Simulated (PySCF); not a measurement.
# CCSD(T)/STO-3G run of C2H3In (SMILES C#[C][InH2])

What is the vertical ionisation energy of C2H3In at CCSD(T)/STO-3G? Input form: a Python script.

The results are computed with PySCF 2.14.0.

4 further runs of the same task are left out: 1 for a known fault of the program, 3 set aside as unsound or not needed.

### Step 1. The structure to begin with

C2H3In: 6 atoms, total charge 0, spin state singlet. As SMILES, `C#[C][InH2]`. The shape is that of a PBE0-D4/def2-TZVP optimisation.

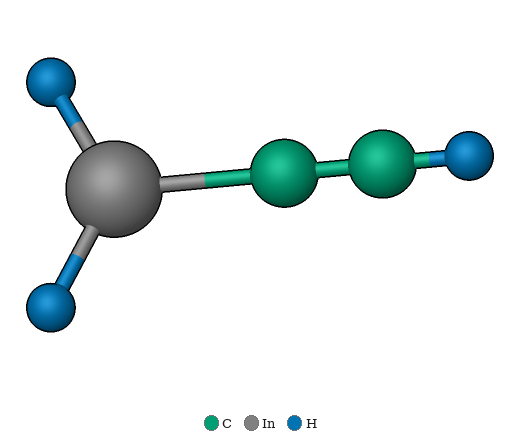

The structure, seen from a chosen angle (carbon teal, indium grey, hydrogen blue).

### Step 2. Energy and gradient at CCSD(T)/STO-3G

Contents of input.xyz:

```xyz
6
C2H3In
C     -0.186600    -1.928000     0.015100
C     -0.070400    -0.723400     0.005900
In     0.131900     1.363900    -0.010600
H     -0.289000    -2.989600     0.023300
H      0.673500     2.081500    -1.468800
H     -0.259400     2.195500     1.435000
```

Contents of job.py:

```python
# C#[C][InH2]
import pyscf.grad
from pyscf import gto, cc
from pyscf.cc import ccsd_t_lambda
from pyscf.grad import ccsd_t

mol = gto.M(
    atom='input.xyz',
    symmetry=True,
    spin=0,
    verbose=3,
    max_memory=1860,
    basis='sto-3g',
)

myscf = mol.RHF()
myscf.kernel()

mycc = cc.CCSD(myscf)
mycc.kernel()
e_t = mycc.ccsd_t()
e_final = mycc.e_tot + e_t
print('E = %.10f Eh' % e_final)
eris = mycc.ao2mo()
conv, l1, l2 = ccsd_t_lambda.kernel(mycc, eris, mycc.t1, mycc.t2)
grad = ccsd_t.Gradients(mycc).kernel(mycc.t1, mycc.t2, l1, l2, eris=eris)
dip = myscf.dip_moment()
pop, q = myscf.mulliken_pop()
```

On the command line:

```
$ OMP_NUM_THREADS=1 python job.py
```

Log:

```text
converged SCF energy = -5759.34415829684
E(CCSD) = -5759.54953741598  E_corr = -0.2053791191367613
CCSD(T) correction = -0.00190160386768262
E = -5759.5514390198 Eh
cycle = 1  norm(lambda1,lambda2) = 0.00971915
cycle = 2  norm(lambda1,lambda2) = 0.00271432
cycle = 3  norm(lambda1,lambda2) = 0.00111618
cycle = 4  norm(lambda1,lambda2) = 0.000523818
cycle = 5  norm(lambda1,lambda2) = 0.000140937
cycle = 6  norm(lambda1,lambda2) = 4.54978e-05
cycle = 7  norm(lambda1,lambda2) = 1.79842e-05
cycle = 8  norm(lambda1,lambda2) = 6.48452e-06
cycle = 9  norm(lambda1,lambda2) = 2.30799e-06
cycle = 10  norm(lambda1,lambda2) = 7.6038e-07
cycle = 11  norm(lambda1,lambda2) = 2.36746e-07
cycle = 12  norm(lambda1,lambda2) = 8.6541e-08
cycle = 13  norm(lambda1,lambda2) = 3.3703e-08
cycle = 14  norm(lambda1,lambda2) = 2.1468e-08
cycle = 15  norm(lambda1,lambda2) = 1.57587e-08
cycle = 16  norm(lambda1,lambda2) = 1.33166e-08
cycle = 17  norm(lambda1,lambda2) = 1.13323e-08
cycle = 18  norm(lambda1,lambda2) = 1.38114e-08
cycle = 19  norm(lambda1,lambda2) = 9.37587e-09
--------------- CCSD gradients ---------------
         x                y                z
0 C     0.0010197999     0.0105407083    -0.0000863485
1 C    -0.0054800900    -0.0565859804     0.0004422094
2 In     0.0005342332     0.0055069575    -0.0000305476
3 H     0.0018921623     0.0195837398    -0.0001497531
4 H     0.0079477616     0.0096275281    -0.0216618623
5 H    -0.0059138670     0.0113270467     0.0214863022
----------------------------------------------
Dipole moment(X, Y, Z, Debye):  0.11197,  1.15492, -0.00863
 ** Mulliken pop  **
pop of  0 C 1s            1.99440
pop of  0 C 2s            1.13384
pop of  0 C 2px           0.98994
pop of  0 C 2py           1.00724
pop of  0 C 2pz           1.04868
pop of  1 C 1s            1.99471
pop of  1 C 2s            1.30196
pop of  1 C 2px           0.97937
pop of  1 C 2py           1.05712
pop of  1 C 2pz           0.94370
pop of  2 In 1s           2.00000
pop of  2 In 2s           1.99972
pop of  2 In 3s           1.99849
pop of  2 In 4s           2.00732
pop of  2 In 5s           1.00325
pop of  2 In 2px          2.00007
pop of  2 In 2py          2.00005
pop of  2 In 2pz          2.00005
pop of  2 In 3px          1.99778
pop of  2 In 3py          1.99825
pop of  2 In 3pz          1.99830
pop of  2 In 4px          1.98841
pop of  2 In 4py          1.99562
pop of  2 In 4pz          1.99616
pop of  2 In 5px          0.12108
pop of  2 In 5py          0.59266
pop of  2 In 5pz          0.67831
pop of  2 In 3dxy         1.99980
pop of  2 In 3dyz         1.99898
pop of  2 In 3dz^2        1.99888
pop of  2 In 3dxz         1.99950
pop of  2 In 3dx2-y2      1.99890
pop of  2 In 4dxy         1.99382
pop of  2 In 4dyz         1.96878
pop of  2 In 4dz^2        1.96508
pop of  2 In 4dxz         1.98411
pop of  2 In 4dx2-y2      1.96556
pop of  3 H 1s            0.92177
pop of  4 H 1s            1.18919
pop of  5 H 1s            1.18918
 ** Mulliken atomic charges  **
charge of    0C =     -0.17410
charge of    1C =     -0.27686
charge of    2In =      0.75110
charge of    3H =      0.07823
charge of    4H =     -0.18919
charge of    5H =     -0.18918
```

Wall time 16 s (1 thread of Arm Neoverse V2, shared host); peak memory 0.76 GiB.

### Step 3. The doublet cation, same level

Contents of mol.xyz:

```xyz
6
C2H3In
C     -0.186600    -1.928000     0.015100
C     -0.070400    -0.723400     0.005900
In     0.131900     1.363900    -0.010600
H     -0.289000    -2.989600     0.023300
H      0.673500     2.081500    -1.468800
H     -0.259400     2.195500     1.435000
```

Contents of run.py:

```python
import pyscf.grad
from pyscf import gto, cc
from pyscf.cc import uccsd_t_lambda
from pyscf.grad import uccsd_t

mol = gto.M(
    atom='mol.xyz',
    max_memory=1860,
    spin=1,
    symmetry=True,
    basis='sto-3g',
    charge=1,
    verbose=3,
)

hf = mol.UHF()
hf.kernel()
if not hf.converged:
    hf = hf.newton().run(hf.mo_coeff, hf.mo_occ)

mycc = cc.CCSD(hf)
mycc.kernel()
e_t = mycc.ccsd_t()
e_tot = mycc.e_tot + e_t
print('Final energy', e_tot)
eris = mycc.ao2mo()
conv, l1, l2 = uccsd_t_lambda.kernel(mycc, eris, mycc.t1, mycc.t2)
grad = uccsd_t.Gradients(mycc).kernel(mycc.t1, mycc.t2, l1, l2, eris=eris)
dip = hf.dip_moment()
pop, q = hf.mulliken_pop()
```

On the command line:

```
$ OMP_NUM_THREADS=1 python run.py
```

Log:

```text
converged SCF energy = -5759.09647063284  <S^2> = 0.77335929  2S+1 = 2.0232244
E(UCCSD) = -5759.27095331176  E_corr = -0.1744826789154726
UCCSD(T) correction = -0.00380065486032027
Final energy -5759.27475396662
cycle = 1  norm(lambda1,lambda2) = 0.0784672
cycle = 2  norm(lambda1,lambda2) = 0.0226585
cycle = 3  norm(lambda1,lambda2) = 0.0110599
cycle = 4  norm(lambda1,lambda2) = 0.00744911
cycle = 5  norm(lambda1,lambda2) = 0.00489999
cycle = 6  norm(lambda1,lambda2) = 0.0041673
cycle = 7  norm(lambda1,lambda2) = 0.00241024
cycle = 8  norm(lambda1,lambda2) = 0.00143365
cycle = 9  norm(lambda1,lambda2) = 0.000667514
cycle = 10  norm(lambda1,lambda2) = 0.000234424
cycle = 11  norm(lambda1,lambda2) = 0.000101866
cycle = 12  norm(lambda1,lambda2) = 5.13526e-05
cycle = 13  norm(lambda1,lambda2) = 2.20987e-05
cycle = 14  norm(lambda1,lambda2) = 1.17576e-05
cycle = 15  norm(lambda1,lambda2) = 6.36282e-06
cycle = 16  norm(lambda1,lambda2) = 3.07492e-06
cycle = 17  norm(lambda1,lambda2) = 1.84356e-06
cycle = 18  norm(lambda1,lambda2) = 1.04618e-06
cycle = 19  norm(lambda1,lambda2) = 6.2149e-07
cycle = 20  norm(lambda1,lambda2) = 4.28221e-07
cycle = 21  norm(lambda1,lambda2) = 2.90014e-07
cycle = 22  norm(lambda1,lambda2) = 2.21753e-07
cycle = 23  norm(lambda1,lambda2) = 1.95543e-07
cycle = 24  norm(lambda1,lambda2) = 1.76954e-07
cycle = 25  norm(lambda1,lambda2) = 1.68012e-07
cycle = 26  norm(lambda1,lambda2) = 1.61856e-07
cycle = 27  norm(lambda1,lambda2) = 1.51861e-07
cycle = 28  norm(lambda1,lambda2) = 1.3363e-07
cycle = 29  norm(lambda1,lambda2) = 1.49944e-07
cycle = 30  norm(lambda1,lambda2) = 1.43771e-07
cycle = 31  norm(lambda1,lambda2) = 1.3914e-07
cycle = 32  norm(lambda1,lambda2) = 1.35062e-07
cycle = 33  norm(lambda1,lambda2) = 1.31299e-07
cycle = 34  norm(lambda1,lambda2) = 1.28627e-07
cycle = 35  norm(lambda1,lambda2) = 1.28782e-07
cycle = 36  norm(lambda1,lambda2) = 1.25602e-07
cycle = 37  norm(lambda1,lambda2) = 1.22874e-07
cycle = 38  norm(lambda1,lambda2) = 1.20426e-07
cycle = 39  norm(lambda1,lambda2) = 1.18223e-07
cycle = 40  norm(lambda1,lambda2) = 1.1625e-07
cycle = 41  norm(lambda1,lambda2) = 1.14371e-07
cycle = 42  norm(lambda1,lambda2) = 1.12154e-07
cycle = 43  norm(lambda1,lambda2) = 1.10082e-07
cycle = 44  norm(lambda1,lambda2) = 1.08107e-07
cycle = 45  norm(lambda1,lambda2) = 1.06203e-07
cycle = 46  norm(lambda1,lambda2) = 1.0434e-07
cycle = 47  norm(lambda1,lambda2) = 1.02491e-07
cycle = 48  norm(lambda1,lambda2) = 1.00644e-07
cycle = 49  norm(lambda1,lambda2) = 9.88531e-08
cycle = 50  norm(lambda1,lambda2) = 9.71044e-08
--------------- UCCSD gradients ---------------
         x                y                z
0 C     0.0111962473     0.1160255036    -0.0008903673
1 C    -0.0173034227    -0.1791040234     0.0013876639
2 In     0.0013726190     0.0140757373    -0.0001188006
3 H     0.0034807795     0.0360544159    -0.0002772780
4 H     0.0066255380     0.0057424891    -0.0187219737
5 H    -0.0053717612     0.0072058775     0.0186207558
----------------------------------------------

WARN: System has nonzero charge 1; the dipole moment is origin-dependent.
Location of origin: [0. 0. 0.]

Dipole moment(X, Y, Z, Debye): -0.26995, -2.78512,  0.02259
 ** Mulliken pop       alpha | beta **
pop of  0 C 1s        0.99748 | 0.99738
pop of  0 C 2s        0.63035 | 0.55431
pop of  0 C 2px       0.58258 | 0.39799
pop of  0 C 2py       0.56604 | 0.53756
pop of  0 C 2pz       0.59378 | 0.04588
pop of  1 C 1s        0.99772 | 0.99775
pop of  1 C 2s        0.71455 | 0.71113
pop of  1 C 2px       0.41724 | 0.50762
pop of  1 C 2py       0.57175 | 0.59510
pop of  1 C 2pz       0.41242 | 0.08121
pop of  2 In 1s        1.00000 | 1.00000
pop of  2 In 2s        0.99986 | 0.99986
pop of  2 In 3s        0.99923 | 0.99925
pop of  2 In 4s        1.00376 | 1.00365
pop of  2 In 5s        0.48284 | 0.50182
pop of  2 In 2px       1.00003 | 1.00003
pop of  2 In 2py       1.00003 | 1.00003
pop of  2 In 2pz       1.00003 | 1.00003
pop of  2 In 3px       0.99889 | 0.99889
pop of  2 In 3py       0.99902 | 0.99903
pop of  2 In 3pz       0.99918 | 0.99920
pop of  2 In 4px       0.99440 | 0.99442
pop of  2 In 4py       0.99707 | 0.99714
pop of  2 In 4pz       0.99842 | 0.99846
pop of  2 In 5px       0.04931 | 0.05414
pop of  2 In 5py       0.20077 | 0.21552
pop of  2 In 5pz       0.36198 | 0.37850
pop of  2 In 3dxy      0.99988 | 0.99986
pop of  2 In 3dyz      0.99942 | 0.99919
pop of  2 In 3dz^2     0.99951 | 0.99951
pop of  2 In 3dxz      0.99977 | 0.99977
pop of  2 In 3dx2-y2    0.99949 | 0.99948
pop of  2 In 4dxy      0.99613 | 0.99568
pop of  2 In 4dyz      0.98207 | 0.97388
pop of  2 In 4dz^2     0.98503 | 0.98494
pop of  2 In 4dxz      0.99279 | 0.99276
pop of  2 In 4dx2-y2    0.98385 | 0.98360
pop of  3 H 1s        0.35226 | 0.41961
pop of  4 H 1s        0.57055 | 0.54291
pop of  5 H 1s        0.57053 | 0.54292
In total            32.00000 | 31.00000
 ** Mulliken atomic charges   ( Nelec_alpha | Nelec_beta ) **
charge of  0C =      0.09665  (     3.37024      2.53311 )
charge of  1C =     -0.00650  (     3.11368      2.89282 )
charge of  2In =      0.90863  (    24.02274     24.06863 )
charge of  3H =      0.22813  (     0.35226      0.41961 )
charge of  4H =     -0.11346  (     0.57055      0.54291 )
charge of  5H =     -0.11345  (     0.57053      0.54292 )
```

Run time: 62 s. Hardware: 1 thread of Arm Neoverse V2, shared host; peak memory 1.4 GiB.

### Step 4. Summary of results

At CCSD(T)/STO-3G:

```
                                                                  quantity           value
                                              singlet C2H3In: total energy  -5759.55144 Eh
                      singlet C2H3In: dipole moment (Hartree–Fock density)          1.16 D
                       singlet C2H3In: HOMO energy (Hartree–Fock orbitals)        -7.77 eV
                       singlet C2H3In: LUMO energy (Hartree–Fock orbitals)         5.25 eV
                     singlet C2H3In: HOMO–LUMO gap (Hartree–Fock orbitals)        13.02 eV
                                        singlet C2H3In: correlation energy      -207.3 mEh
                                            singlet C2H3In: (T) correction       -1.90 mEh
                                             singlet C2H3In: T1 diagnostic           0.003
                                  singlet C2H3In: largest force on an atom      2.923 eV/Å
                                              doublet cation: total energy  -5759.27475 Eh
doublet cation: HOMO energy (Hartree–Fock orbitals) (highest over α and β)       -14.21 eV
 doublet cation: LUMO energy (Hartree–Fock orbitals) (lowest over α and β)        -5.72 eV
                                        doublet cation: correlation energy      -178.3 mEh
                                            doublet cation: (T) correction       -3.80 mEh
                         doublet cation: ⟨S²⟩ of the reference determinant           0.773
                                             doublet cation: T1 diagnostic           0.034
                                  doublet cation: largest force on an atom      9.253 eV/Å
                        vertical ionisation energy (to the doublet cation)        7.529 eV
```

What this shows: Removing an electron at fixed nuclei costs 7.53 eV (174 kcal/mol). The largest force (singlet C2H3In) is 2.92 eV/Å: the shape isn't a stationary point for this species at this level. In a minimal basis such a difference can be off by several eV, whatever the method. The triples (singlet C2H3In) make up 0.9 % of the correlation energy. Relativity is left out (singlet C2H3In) although the molecule holds a heavy atom. The triples (doublet cation) make up 2.1 % of the correlation energy.
